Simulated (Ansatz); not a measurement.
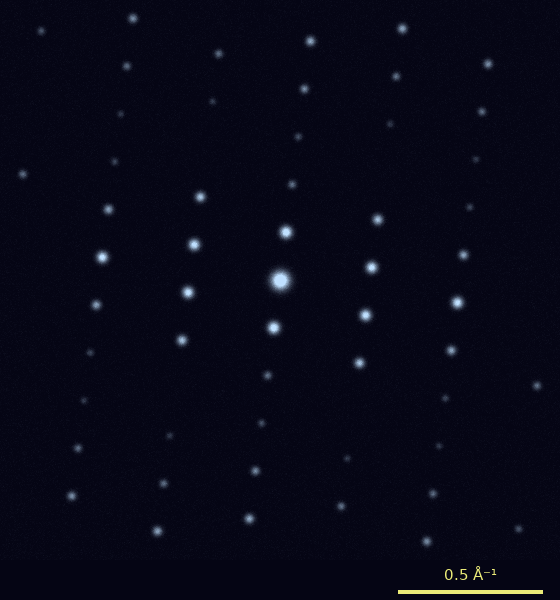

The pattern is a kinematic simulation for 80 kV electrons (no multiple scattering; isotropic B = 0.3 Å²).

Phase: SnAs2H4N2, space group C2/m (No. 12), a = 13.19 Å, b = 3.20 Å, c = 6.42 Å, β = 115.39°. Structure: the end point of a relaxation with DFT, PAW plane waves, pbe (Ansatz 0.2.0); the starting structure was generated, so it need not be a known form of this composition.

```
Sn As N H
1.0
    13.18760    0.00000    0.00000
     0.00000    3.20483    0.00000
    -2.75472    0.00000    5.80402
Sn As N H
2 4 4 8
Direct
  0.00000 0.00000 0.00000
  0.50000 0.50000 0.00000
  0.91100 0.00000 0.52640
  0.58900 0.50000 0.47360
  0.41100 0.50000 0.52640
  0.08900 0.00000 0.47360
  0.61986 0.00000 0.02166
  0.88014 0.50000 0.97834
  0.11986 0.50000 0.02166
  0.38014 0.00000 0.97834
  0.63906 0.00000 0.88273
  0.86094 0.50000 0.11727
  0.69301 0.00000 0.17100
  0.80699 0.50000 0.82900
  0.13906 0.50000 0.88273
  0.36094 0.00000 0.11727
  0.19301 0.50000 0.17100
  0.30699 0.00000 0.82900
```

Measure the pattern against the scale bar and name the zone.

Answer. The spots form a centred rectangular net whose two shortest vectors correspond to d = 5.96 Å and 3.09 Å, 74.9° apart. They index as 2 0 0 and 1 1 0, so the zone axis is [001].

Which reflections of this zone are missing, and why?

Answer. The lattice centring (C) removes all reflections that break h + k = 2n; reflections such as 5 -1 0, 5 1 0 are allowed but too weak to see at this display level.
